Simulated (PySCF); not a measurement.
# What a change does: NMR shielding calculation on C6H4F3N

System: C6H4F3N (4-(trifluoromethyl)pyridine), SMILES FC(F)(F)c1ccncc1.
Method of run A: GIAO HF/pcSseg-1 NMR shielding, non-relativistic, gas phase (PySCF 2.14.0).

The geometry comes from this level: GFN2-xTB. Text and figures count atoms from 1; the logs count them from 0 in places.

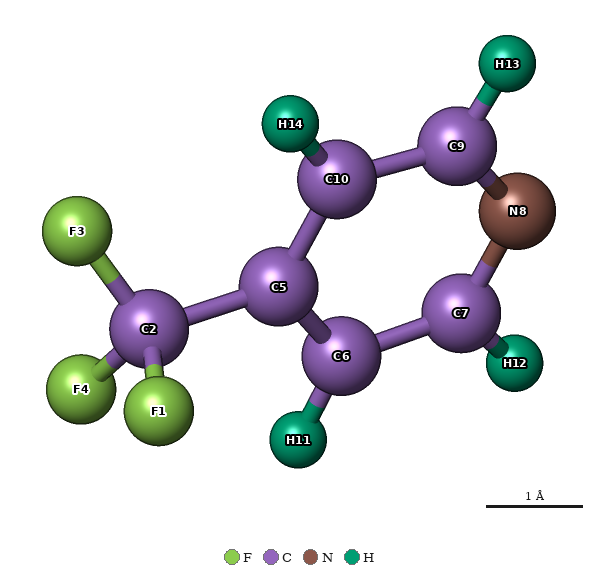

Figure 1. The input geometry (ball-and-stick view, seen at a tilt; atoms are numbered from 1 in the order of the input). Bond lengths as drawn: C–C 1.39 to 1.51 Å, C–F 1.34 to 1.35 Å, C–H 1.08 Å and C–N 1.32 Å.

### The input, run A
```
{"job": {"kind": "nmr", "xc": "HF", "basis": "pcSseg-1", "pop": true, "scf": {"conv": 1e-07, "guess": "huckel"}}, "charge": 0, "multiplicity": 1}
F      2.548671     0.095776     1.049525
C      1.962637    -0.057801    -0.153124
F      2.414067    -1.219453    -0.646840
F      2.453555     0.911922    -0.937897
C      0.461157    -0.016096    -0.050837
C     -0.210717     1.194759    -0.151466
C     -1.593511     1.172251    -0.031723
N     -2.285850     0.067840     0.175318
C     -1.636938    -1.076968     0.276446
C     -0.256673    -1.183409     0.172895
H      0.323739     2.115472    -0.322759
H     -2.171955     2.082675    -0.106284
H     -2.249783    -1.951118     0.448039
H      0.240924    -2.136323     0.256539
```

The first line tells a small driver script what to run in PySCF; the rest is the geometry in Å.

Launched with:
```bash
OMP_NUM_THREADS=1 python <driver script> task.json out
```

Hardware: 1 CPU thread, shared host.

### Output (run A)
```
final grid: 134544 points
cycle   1  E = -581.3594916124  dE = -3.027e+00  |g| = 2.175e+00  |ddm| = 4.141e+00
cycle   2  E = -581.8549296646  dE = -4.954e-01  |g| = 1.444e+00  |ddm| = 2.535e+00
cycle   3  E = -582.2185136903  dE = -3.636e-01  |g| = 1.578e-01  |ddm| = 1.063e+00
cycle   4  E = -582.2243093415  dE = -5.796e-03  |g| = 6.399e-02  |ddm| = 2.165e-01
cycle   5  E = -582.2255316414  dE = -1.222e-03  |g| = 1.672e-02  |ddm| = 7.720e-02
cycle   6  E = -582.2256230142  dE = -9.137e-05  |g| = 5.053e-03  |ddm| = 2.499e-02
cycle   7  E = -582.2256445344  dE = -2.152e-05  |g| = 2.419e-03  |ddm| = 1.151e-02
cycle   8  E = -582.2256502421  dE = -5.708e-06  |g| = 1.076e-03  |ddm| = 5.343e-03
cycle   9  E = -582.2256517625  dE = -1.520e-06  |g| = 4.197e-04  |ddm| = 3.134e-03
cycle  10  E = -582.2256519514  dE = -1.889e-07  |g| = 1.280e-04  |ddm| = 1.179e-03
cycle  11  E = -582.2256519672  dE = -1.583e-08  |g| = 4.103e-05  |ddm| = 3.845e-04
converged SCF energy = -582.2256519672

GIAO shielding tensors (ppm)
atom      isotropic    diamagn.    paramagn.     s11        s22        s33       span
  0 F      274.603     473.062    -198.459    188.679    270.743    364.389    175.710
  1 C       77.965     235.733    -157.768     70.901     80.907     82.086     11.185
  2 F      296.627     473.058    -176.431    218.301    290.072    381.507    163.206
  3 F      296.509     473.067    -176.558    218.238    289.803    381.487    163.249
  4 C       43.731     264.184    -220.453    -69.665     28.722    172.136    241.801
  5 C       67.420     254.302    -186.882    -46.917     59.783    189.395    236.312
  6 C       34.060     249.275    -215.214    -86.731     27.684    161.228    247.959
  7 N     -112.416     329.394    -441.810   -456.147   -199.578    318.477    774.624
  8 C       34.046     249.284    -215.237    -86.763     27.690    161.212    247.976
  9 C       67.459     254.279    -186.820    -46.798     59.769    189.405    236.203
 10 H       24.218      31.757      -7.540     19.829     23.004     29.819      9.990
 11 H       22.868      29.053      -6.185     18.492     22.851     27.260      8.768
 12 H       22.866      29.051      -6.185     18.491     22.850     27.257      8.766
 13 H       24.220      31.754      -7.533     19.834     23.015     29.811      9.978
```

For run B the input was changed thus:
```diff
-"xc": "HF"
+"xc": "BHandHLYP"
-"pop": true
-"scf": {"conv": 1e-07
-"guess": "huckel"}
+"pop": false
+"grid": 3
```

How does run B compare with run A?

The total energies belong to different methods, so their difference says nothing on which is more stable or more accurate. The HOMO goes from −10.17 to −9.09 eV. The LUMO goes from 2.08 to −0.55 eV. The dipole moment goes from 0.79 to 0.66 D. Of all shieldings, the largest change is that of F1, by −27.9 ppm. The method changes from HF to BHandHLYP. The SCF takes 13 iterations against 11.

### Output (run B)
```
coarse grid: 13320 points
cycle   1  E = -584.7610855573  dE =  2.243e+00  |g| = 9.516e-01  |ddm| = 3.687e+00
cycle   2  E = -584.7396792990  dE =  2.141e-02  |g| = 1.102e+00  |ddm| = 1.225e+00
cycle   3  E = -584.9297183506  dE = -1.900e-01  |g| = 8.473e-02  |ddm| = 7.109e-01
cycle   4  E = -584.9305561291  dE = -8.378e-04  |g| = 6.283e-02  |ddm| = 1.180e-01
cycle   5  E = -584.9315365587  dE = -9.804e-04  |g| = 1.208e-02  |ddm| = 7.431e-02
cycle   6  E = -584.9315684734  dE = -3.191e-05  |g| = 3.190e-03  |ddm| = 1.243e-02
cycle   7  E = -584.9315705551  dE = -2.082e-06  |g| = 9.277e-04  |ddm| = 3.546e-03
final grid: 180632 points
cycle   8  E = -584.9892302333  dE = -2.168e-05  |g| = 3.954e-03  |ddm| = 2.033e-02
cycle   9  E = -584.9892305683  dE = -3.350e-07  |g| = 3.997e-03  |ddm| = 6.583e-03
cycle  10  E = -584.9892332142  dE = -2.646e-06  |g| = 2.984e-04  |ddm| = 2.690e-03
cycle  11  E = -584.9892332300  dE = -1.582e-08  |g| = 1.523e-04  |ddm| = 3.700e-04
cycle  12  E = -584.9892332352  dE = -5.240e-09  |g| = 2.103e-05  |ddm| = 1.441e-04
cycle  13  E = -584.9892332353  dE = -1.010e-10  |g| = 7.948e-06  |ddm| = 3.014e-05
converged SCF energy = -584.9892332353

GIAO shielding tensors (ppm)
atom      isotropic    diamagn.    paramagn.     s11        s22        s33       span
  0 F      246.699     473.645    -226.946    159.277    241.661    339.159    179.882
  1 C       58.220     238.060    -179.841     53.033     56.963     64.663     11.631
  2 F      271.612     473.861    -202.249    192.554    261.317    360.967    168.413
  3 F      271.483     473.873    -202.390    192.473    261.026    360.949    168.477
  4 C       37.858     265.128    -227.270    -68.553     20.112    162.016    230.569
  5 C       59.172     253.848    -194.676    -53.083     49.327    181.273    234.357
  6 C       27.514     250.197    -222.683    -87.835     20.237    150.138    237.973
  7 N     -114.639     330.805    -445.445   -460.120   -195.645    311.847    771.967
  8 C       27.499     250.204    -222.705    -87.867     20.242    150.121    237.988
  9 C       59.210     253.829    -194.619    -52.970     49.313    181.287    234.257
 10 H       24.103      32.030      -7.928     20.176     22.357     29.775      9.599
 11 H       22.733      29.041      -6.308     18.555     22.436     27.208      8.653
 12 H       22.732      29.039      -6.308     18.554     22.436     27.205      8.651
 13 H       24.105      32.026      -7.921     20.179     22.370     29.766      9.587
```

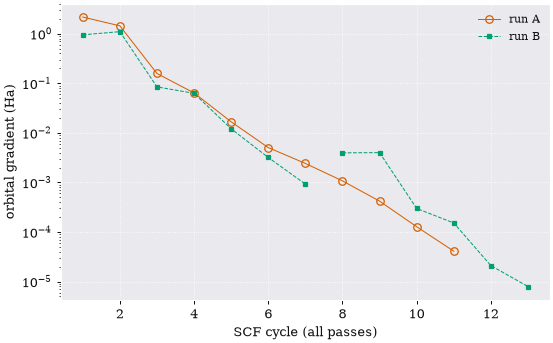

Figure 2. Convergence of the two runs: orbital gradient against the SCF cycle. A break in a curve parts two SCF passes (coarse and final grid). Run A takes 11 cycles in all, and run B takes 13.

### The two runs side by side

| quantity | run A | run B |
| --- | --- | --- |
| outcome | converged | converged |
| total energy (hartree) | −582.225652 | −584.989233 |
| HOMO (eV) | −10.17 | −9.09 |
| LUMO (eV) | 2.08 | −0.55 |
| dipole moment (D) | 0.79 | 0.66 |
| shielding of F1 (ppm) | 274.6 | 246.7 |
| shielding of C2 (ppm) | 78.0 | 58.2 |
| shielding of F3 (ppm) | 296.6 | 271.6 |
| shielding of F4 (ppm) | 296.5 | 271.5 |
| shielding of C6 (ppm) | 67.4 | 59.2 |
| shielding of C9 (ppm) | 34.0 | 27.5 |
| shielding of C10 (ppm) | 67.5 | 59.2 |
| SCF iterations | 11 | 13 |
| basis functions | 190 | 190 |
| wall time (shared host) | 11 s | 20 s |
